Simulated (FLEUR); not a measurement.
**Cobalt: magnetism against the ratio c/a**

How does the ratio c/a change the magnetic state of Cobalt?

Main program and level: FLEUR MaX-R8.1; PBE; all-electron FLAPW, Dirac cores, scalar-relativistic bands.

### 1. The structure

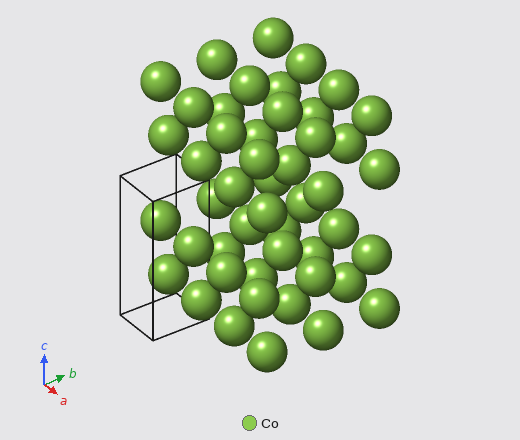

Start, viewed from a free direction; cobalt green. 4×3×2 cells are drawn.

### 2. Factor 1, start ferro ++

The scan starts at the cell as given.

Lengths along (0, 0, 1) take the factor and those normal to it its inverse root, so the volume stays. Atoms keep their fractional places. Spheres, Kmax and the mesh are the same at all points, the spheres being those of the tightest cell. inpgen writes inp.xml from crystal.txt; cutoffs, mixing, functional, smearing and local orbitals are then set in the file. The k list default-1 (kpts.xml, not shown) is a Γ-centred 14×14×8 mesh; where the ranks do not divide the number of points, some are split in two of half the weight.

Contents of inp.xml:

```
<?xml version="1.0" encoding="UTF-8" standalone="no"?>
<fleurInput fleurInputVersion="0.39">
   <comment>
      Co
   </comment>
   <calculationSetup>
      <cutoffs Kmax="3.73" Gmax="11.2" GmaxXC="11.2" numbands="0"/>
      <scfLoop itmax="110" minDistance="0.00002" maxIterBroyd="15" imix="Anderson" alpha="0.05" precondParam="0.0" spinf="2.0" sdNocoIR="T"/>
      <coreElectrons ctail="T" frcor="F" kcrel="0" coretail_lmax="0"/>
      <xcFunctional name="pbe" relativisticCorrections="F"/>
      <magnetism jspins="2"/>
      <soc l_soc="F" theta="0.0" phi="0.0" spav="F"/>
      <expertModes spex="0" secvar="F"/>
      <geometryOptimization l_f="F" forcealpha="1.0" forcemix="BFGS" epsdisp="0.00001" epsforce="0.00001"/>
      <ldaU l_linMix="F" mixParam="0.05" spinf="1.0"/>
   </calculationSetup>
   <cell>
      <bzIntegration valenceElectrons="34.0" mode="hist" fermiSmearingEnergy="0.00183747">
         <kPointListSelection listName="default-1"/>
         <xi:include xmlns:xi="http://www.w3.org/2001/XInclude" href="kpts.xml"> </xi:include>
      </bzIntegration>
      <xi:include xmlns:xi="http://www.w3.org/2001/XInclude" href="sym.xml"> </xi:include>
      <bulkLattice scale="1.0">
         <bravaisMatrix>
            <row-1>    4.7382992847653478     0.0000000000188973     0.0000000000000000</row-1>
            <row-2>   -2.3691496423921228     4.1034875513345304     0.0000000000000000</row-2>
            <row-3>    0.0000000000000000     0.0000000000000000     7.6909963545095392</row-3>
         </bravaisMatrix>
      </bulkLattice>
   </cell>
   <atomSpecies>
      <species name="Cobalt (Co2.000" element="Co" atomicNumber="27">
         <mtSphere radius="2.2" gridPoints="727" logIncrement="0.017"/>
         <atomicCutoffs lmax="8" lnonsphr="6"/>
         <electronConfig flipSpins="F">
            <coreConfig>(1s1/2) (2s1/2) (2p1/2) (2p3/2)</coreConfig>
            <valenceConfig>(3s1/2) (3p1/2) (3p3/2) (4s1/2) (3d3/2) (3d5/2)</valenceConfig>
            <stateOccupation state="(3d3/2)" spinUp="1.5" spinDown="1.3"/>
            <stateOccupation state="(3d5/2)" spinUp="3.0" spinDown="1.2"/>
         </electronConfig>
         <energyParameters s="4" p="4" d="3" f="4"/>
         <lo type="SCLO" l="0" n="3" eDeriv="0"/>
         <lo type="SCLO" l="1" n="3" eDeriv="0"/>
      </species>
   </atomSpecies>
   <atomGroups>
      <atomGroup species="Cobalt (Co2.000">
         <relPos label="                   1">1.000/3.000 -1.000/3.000 1.000/4.000</relPos>
         <relPos label="                   2">-1.000/3.000 1.000/3.000 -1.000/4.000</relPos>
         <force calculate="T" relaxXYZ="TTT"/>
      </atomGroup>
   </atomGroups>
   <output dos="F" band="F" slice="F">
      <bandDOS minEnergy="-.5*Htr" maxEnergy="0.5*Htr" sigma="0.015" storeEVData="T"/>
      <plotting iplot="0" polar="F">
         <plot TwoD="T" vec1="  1.0  0.0  0.0" vec2="  0.0  1.0  0.0" vec3="  0.0  0.0  1.0" zero="  0.0  0.0  0.0" file="plot"/>
      </plotting>
      <moessbauerParams electricFieldGradient="F" isomerShift="F" coreHyperfine="F" valenceHyperfine="F"/>
   </output>
</fleurInput>
```

Contents of crystal.txt:

```
Co
&input film=F cartesian=F /
2.50739999997  0.00000000001  0.00000000000
-1.25369999999  2.17147209742  0.00000000000
0.00000000000  0.00000000000  4.06990000000
1.8897261246
1.0 1.0 1.0

2
27 0.33333333333  0.66666666667  0.25000000000 : 2.000
27 0.66666666667  0.33333333333  0.75000000000 : 2.000

&kpt div1=14 div2=14 div3=8 gamma=T /
```

Launch:

```sh
> OMP_NUM_THREADS=1 inpgen -f crystal.txt > inpgen.log  # inp.xml is then edited as shown
> OMP_NUM_THREADS=1 mpirun -n 4 fleur_MPI > fleur.log
```

Output:

```text
Welcome to FLEUR        (www.flapw.de)
      MaX-Release 8.1          (www.max-centre.eu)

 ========== k-point set info ==========
 Selected k-point list: default-1
 k-point list type: mesh
 14 x 14 x 8
 Number of k points: 120

 ------------Calculation Setup---------------------------
 Number of MPI-tasks      :            4
 Number of PE/node        :            4
 Number of OMP-threads    :            1
 k-points in parallel     :            4
 pe's per k-point         :            1
 No of k-point loops      :           30
 Eigenvalue solver        :       lapack
 Number of basis functions:          151
 Approximate size of matrices (H+S) per k-point:         0.000 GB
 --------------------------------------------------------
 Iteration:     1   Distance:       8.50152661 me/bohr^3
 Iteration:     2   Distance:       6.99106919 me/bohr^3
 Iteration:     3   Distance:       3.44777443 me/bohr^3
 Iteration:     4   Distance:       1.29584368 me/bohr^3
 Iteration:     5   Distance:       0.64650731 me/bohr^3
 Iteration:     6   Distance:       0.24965139 me/bohr^3
 Iteration:     7   Distance:       0.15970336 me/bohr^3
 Iteration:     8   Distance:       0.02849043 me/bohr^3
 Iteration:     9   Distance:       0.02893103 me/bohr^3
 Iteration:    10   Distance:       0.00806534 me/bohr^3
 Iteration:    11   Distance:       0.00636518 me/bohr^3
 Iteration:    12   Distance:       0.00226827 me/bohr^3
 Iteration:    13   Distance:       0.00108273 me/bohr^3
 Iteration:    14   Distance:       0.00108683 me/bohr^3
 Iteration:    15   Distance:       0.00037589 me/bohr^3
 Iteration:    16   Distance:       0.00036474 me/bohr^3
 Iteration:    17   Distance:       0.00018662 me/bohr^3
 Iteration:    18   Distance:       0.00003557 me/bohr^3
 Iteration:    19   Distance:       0.00000905 me/bohr^3

 ********************************************************************
 Run finished successfully
 Stop message:
   all done
 ********************************************************************

--- out.xml (last complete iteration) ---
<iteration numberForCurrentRun="   19" overallNumber="   19">
         [... left out ...]
         <bandgap value="0.0036941062" units="eV"/>
         <sumValenceSingleParticleEnergies value="-29.0923456648" units="Htr"/>
         <FermiEnergy value="0.3580675745" units="Htr"/>
         <valenceDensity>
            <mtCharges spin="1">
               <mtCharge atomType="1" total="8.7328047" s="1.1804132" p="3.1492406" d="4.3893847" f="0.0106482"/>
            </mtCharges>
            <mtCharges spin="2">
               <mtCharge atomType="1" total="7.0462833" s="1.1890614" p="3.1866279" d="2.6574369" f="0.0103890"/>
            </mtCharges>
            <spinDependentCharge spin="1" total="18.6103796" interstitial="1.1447702" mtSpheres="17.4656094"/>
            <spinDependentCharge spin="2" total="15.3896204" interstitial="1.2970538" mtSpheres="14.0925666"/>
            <totalCharge value="34.0000000000"/>
         </valenceDensity>
         [... left out ...]
         <magneticMomentsInMTSpheres units="muBohr">
            <globalMagMoment atomType="1" vec="0.00000   0.00000   1.68652"/>
            <localMagMoment atomType="1" vec="0.00000   0.00000   1.68652"/>
         </magneticMomentsInMTSpheres>
         [... left out ...]
         <totalEnergy value="    -2786.9503778437" units="Htr">
            <sumOfEigenvalues value="    -1604.0877052613">
               <coreElectrons value="-1574.9953595965"/>
               <valenceElectrons value="-29.0923456648"/>
            </sumOfEigenvalues>
            <densityCoulombPotentialIntegral value="-4277.2331374894"/>
            <densityEffectivePotentialIntegral value="-4432.2694511435"/>
            <chargeDenXCDenIntegral value="-119.3898994893"/>
            <FockExchangeEnergyValence value="0.0000000000"/>
            <FockExchangeEnergyCore value="0.0000000000"/>
         [... left out ...]
            <tkbTimesEntropy value="0.0006328076"/>
            <freeEnergy value="-2786.9510106513"/>
            <extrapolationTo0K value="-2786.9506942475"/>
         </totalEnergy>
         <densityConvergence units="me/bohr^3">
            <chargeDensity spin="1" distance="0.0000047777"/>
            <chargeDensity spin="2" distance="0.0000047303"/>
            <overallChargeDensity distance="0.0000029200"/>
            <spinDensity distance="0.0000090487"/>
         </densityConvergence>
      </iteration>
```

Wall time 12 s (4 MPI ranks of Arm Neoverse V2, shared host); peak memory 0.18 GiB; 49 s of CPU time.

Spin moment in the muffin-tin sphere by atom:

```
atom  spin moment in the muffin-tin sphere (μB)
 Co1                                       1.69
 Co2                                       1.69
```

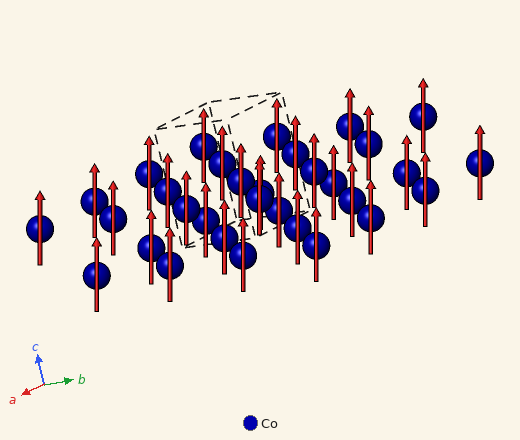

Spin moment in the muffin-tin sphere as arrows, the longest 1.69 μB. Up and down stand for the sign. Arrows give size and sign along the axis of quantisation, drawn up and down the page. 4×4×1 cells are drawn.

Read from the output:

| Item | Value |
| --- | --- |
| free energy | -75836.8004 eV |
| program's band gap on this mesh (in a metal only a level spacing) | 0.003694 eV |
| magnetization | 3.221 μB |
| final state | ferromagnetic |

After 19 cycles the largest moment stands at 1.69 μB.

### 3. Factor 1, start antiferro +-

Edit inp.xml of step 2 so:

```diff
@@ -44,2 +44,15 @@
       </species>
+      <species name="Cobalt (Co-2.000" element="Co" atomicNumber="27">
+         <mtSphere radius="2.2" gridPoints="727" logIncrement="0.017"/>
+         <atomicCutoffs lmax="8" lnonsphr="6"/>
+         <electronConfig flipSpins="F">
+            <coreConfig>(1s1/2) (2s1/2) (2p1/2) (2p3/2)</coreConfig>
+            <valenceConfig>(3s1/2) (3p1/2) (3p3/2) (4s1/2) (3d3/2) (3d5/2)</valenceConfig>
+            <stateOccupation state="(3d3/2)" spinUp="1.3" spinDown="1.5"/>
+            <stateOccupation state="(3d5/2)" spinUp="1.2" spinDown="3.0"/>
+         </electronConfig>
+         <energyParameters s="4" p="4" d="3" f="4"/>
+         <lo type="SCLO" l="0" n="3" eDeriv="0"/>
+         <lo type="SCLO" l="1" n="3" eDeriv="0"/>
+      </species>
    </atomSpecies>
@@ -48,2 +61,5 @@
          <relPos label="                   1">1.000/3.000 -1.000/3.000 1.000/4.000</relPos>
+         <force calculate="T" relaxXYZ="TTT"/>
+      </atomGroup>
+      <atomGroup species="Cobalt (Co-2.000">
          <relPos label="                   2">-1.000/3.000 1.000/3.000 -1.000/4.000</relPos>
```

Edit crystal.txt of step 2 so:

```diff
@@ -10,3 +10,3 @@
 27 0.33333333333  0.66666666667  0.25000000000 : 2.000
-27 0.66666666667  0.33333333333  0.75000000000 : 2.000
+27 0.66666666667  0.33333333333  0.75000000000 : -2.000
```

Output:

```text
[banner, memory and clock lines left out]
Welcome to FLEUR        (www.flapw.de)
      MaX-Release 8.1          (www.max-centre.eu)

 ========== k-point set info ==========
 Selected k-point list: default-1
 k-point list type: mesh
 14 x 14 x 8
 Number of k points: 120

 [... set-up left out ...]
 Iteration:     1   Distance:      13.80962126 me/bohr^3
 Iteration:     2   Distance:      13.36167907 me/bohr^3
 Iteration:     3   Distance:      10.73507047 me/bohr^3
 Iteration:     4   Distance:       5.30953597 me/bohr^3
 Iteration:     5   Distance:       5.72236998 me/bohr^3
 Iteration:     6   Distance:       3.31738948 me/bohr^3
 Iteration:     7   Distance:       3.52899486 me/bohr^3
 Iteration:     8   Distance:       1.25197704 me/bohr^3
[... lines left out ...]
 Iteration:    24   Distance:       0.00043687 me/bohr^3
 Iteration:    25   Distance:       0.00041247 me/bohr^3
 Iteration:    26   Distance:       0.00007192 me/bohr^3
 Iteration:    27   Distance:       0.00005537 me/bohr^3
 Iteration:    28   Distance:       0.00003965 me/bohr^3
 Iteration:    29   Distance:       0.00000386 me/bohr^3

 ********************************************************************
 Run finished successfully
 Stop message:
   all done
 ********************************************************************

--- out.xml (last complete iteration) ---
<iteration numberForCurrentRun="   29" overallNumber="   29">
         [... left out ...]
         <bandgap value="0.0000001687" units="eV"/>
         <sumValenceSingleParticleEnergies value="-29.1119178007" units="Htr"/>
         <FermiEnergy value="0.3577884857" units="Htr"/>
         [... left out ...]
         <magneticMomentsInMTSpheres units="muBohr">
            <globalMagMoment atomType="1" vec="0.00000   0.00000   1.03928"/>
            <globalMagMoment atomType="2" vec="0.00000   0.00000  -1.03928"/>
         </magneticMomentsInMTSpheres>
         [... left out ...]
         <totalEnergy value="    -2786.9325170530" units="Htr">
            <sumOfEigenvalues value="    -1604.1905347126">
               <coreElectrons value="-1575.0786169119"/>
               <valenceElectrons value="-29.1119178007"/>
            </sumOfEigenvalues>
         [... left out ...]
            <freeEnergy value="-2786.9341406110"/>
            <extrapolationTo0K value="-2786.9333288320"/>
         </totalEnergy>
         <densityConvergence units="me/bohr^3">
            <chargeDensity spin="1" distance="0.0000018695"/>
            <chargeDensity spin="2" distance="0.0000024763"/>
            <overallChargeDensity distance="0.0000020871"/>
            <spinDensity distance="0.0000038599"/>
         </densityConvergence>
      </iteration>
```

Elapsed: 25 s, on 4 MPI ranks; peak memory 0.22 GiB; 99 s of CPU time.

Spin moment in the muffin-tin sphere by atom:

```csv
atom,spin moment in the muffin-tin sphere (μB)
Co1,1.04
Co2,-1.04
```

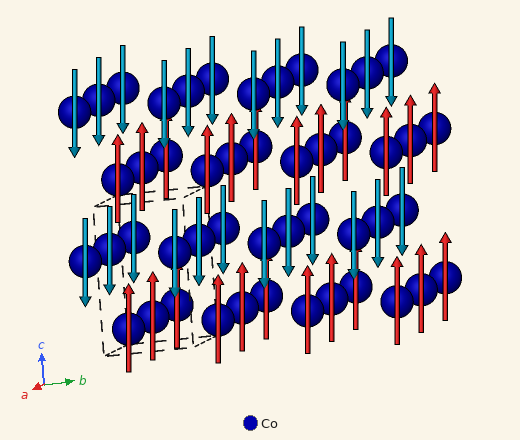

Spin moment in the muffin-tin sphere as arrows, the longest 1.04 μB. Up and down stand for the sign. Arrows give size and sign along the axis of quantisation, drawn up and down the page. The two directions have two colours. 3×4×2 cells are drawn.

Numbers from this step:

| Item | Value |
| --- | --- |
| free energy | -75836.3413 eV |
| program's band gap on this mesh (in a metal only a level spacing) | 1.69e-7 eV |
| magnetization | 0 μB |
| final state | antiferromagnetic |

After 29 cycles the largest moment stands at 1.04 μB.

### 4. Factor 1.1, start ferro ++

The farthest finished point is shown in full.

Edit inp.xml of step 3 so:

```diff
@@ -24,5 +24,5 @@
          <bravaisMatrix>
-            <row-1>    4.7382992847653478     0.0000000000188973     0.0000000000000000</row-1>
-            <row-2>   -2.3691496423921228     4.1034875513345304     0.0000000000000000</row-2>
-            <row-3>    0.0000000000000000     0.0000000000000000     7.6909963545095392</row-3>
+            <row-1>    4.5177911047375465    -0.0000000000377945     0.0000000000000000</row-1>
+            <row-2>   -2.2588955523309786     3.9125218657257719     0.0000000000000000</row-2>
+            <row-3>    0.0000000000000000     0.0000000000000000     8.4600959899604931</row-3>
          </bravaisMatrix>
@@ -44,15 +44,2 @@
       </species>
-      <species name="Cobalt (Co-2.000" element="Co" atomicNumber="27">
-         <mtSphere radius="2.2" gridPoints="727" logIncrement="0.017"/>
-         <atomicCutoffs lmax="8" lnonsphr="6"/>
-         <electronConfig flipSpins="F">
-            <coreConfig>(1s1/2) (2s1/2) (2p1/2) (2p3/2)</coreConfig>
-            <valenceConfig>(3s1/2) (3p1/2) (3p3/2) (4s1/2) (3d3/2) (3d5/2)</valenceConfig>
-            <stateOccupation state="(3d3/2)" spinUp="1.3" spinDown="1.5"/>
-            <stateOccupation state="(3d5/2)" spinUp="1.2" spinDown="3.0"/>
-         </electronConfig>
-         <energyParameters s="4" p="4" d="3" f="4"/>
-         <lo type="SCLO" l="0" n="3" eDeriv="0"/>
-         <lo type="SCLO" l="1" n="3" eDeriv="0"/>
-      </species>
    </atomSpecies>
@@ -61,5 +48,2 @@
          <relPos label="                   1">1.000/3.000 -1.000/3.000 1.000/4.000</relPos>
-         <force calculate="T" relaxXYZ="TTT"/>
-      </atomGroup>
-      <atomGroup species="Cobalt (Co-2.000">
          <relPos label="                   2">-1.000/3.000 1.000/3.000 -1.000/4.000</relPos>
```

Contents of crystal.txt:

```
Co
&input film=F cartesian=F /
2.39071209628  -0.00000000002  0.00000000000
-1.19535604812  2.07041740853  0.00000000000
0.00000000000  0.00000000000  4.47689000000
1.8897261246
1.0 1.0 1.0

2
27 0.33333333333  0.66666666667  0.25000000000 : 2.000
27 0.66666666667  0.33333333333  0.75000000000 : 2.000

&kpt div1=14 div2=14 div3=8 gamma=T /
```

Output:

```text
[banner, memory and clock lines left out]
Welcome to FLEUR        (www.flapw.de)
      MaX-Release 8.1          (www.max-centre.eu)

 ========== k-point set info ==========
 Selected k-point list: default-1
 k-point list type: mesh
 14 x 14 x 8
 Number of k points: 120

 [... set-up left out ...]
 Iteration:     1   Distance:       8.85877646 me/bohr^3
 Iteration:     2   Distance:       7.57574293 me/bohr^3
 Iteration:     3   Distance:       5.04757287 me/bohr^3
 Iteration:     4   Distance:       2.17674454 me/bohr^3
 Iteration:     5   Distance:       1.46082512 me/bohr^3
[...]
<sumOfEigenvalues value="    -1604.0765426691">
               <coreElectrons value="-1574.9790066178"/>
               <valenceElectrons value="-29.0975360513"/>
            </sumOfEigenvalues>
         [... left out ...]
            <freeEnergy value="-2786.9406940472"/>
            <extrapolationTo0K value="-2786.9403493581"/>
         </totalEnergy>
         <densityConvergence units="me/bohr^3">
            <chargeDensity spin="1" distance="0.0000059617"/>
            <chargeDensity spin="2" distance="0.0000087630"/>
            <overallChargeDensity distance="0.0000098059"/>
            <spinDensity distance="0.0000113361"/>
         </densityConvergence>
      </iteration>
```

It took 12 s on 4 MPI ranks; peak memory 0.19 GiB.

Spin moment in the muffin-tin sphere by atom:

```csv
atom,spin moment in the muffin-tin sphere (μB)
Co1,1.70
Co2,1.70
```

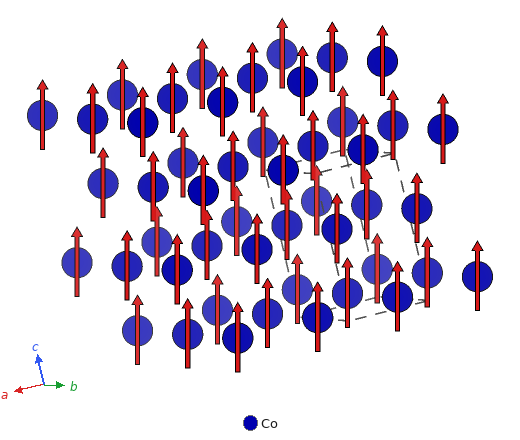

Spin moment in the muffin-tin sphere as arrows, the longest 1.70 μB. Up and down stand for the sign. Arrows give size and sign along the axis of quantisation, drawn up and down the page. 4×3×2 cells are drawn.

Numbers from this step:

| Quantity | Value |
| --- | --- |
| free energy | -75836.5197 eV |
| program's band gap on this mesh (in a metal only a level spacing) | 0 eV |
| magnetization | 3.264 μB |
| final state | ferromagnetic |

After 19 cycles the largest moment stands at 1.70 μB.

(Continued in part 2 of 2.)

[Logs and program files are shortened in this print: banners, set-up blocks, solver, clock and traceback lines can be left out without a mark of their own.]

[Logs are printed without paths, hosts, clocks, repeated set-up lines and the standing remarks that a program may print on its own settings, such as how far it seeks lower states.]

[Hosts, paths, dates, database ids (printed as entryN), source tags and the programs' standing remarks are cut or masked in the printed files.]

[Where a cell is said to come from a database of computed structures, the database is the Materials Project.]
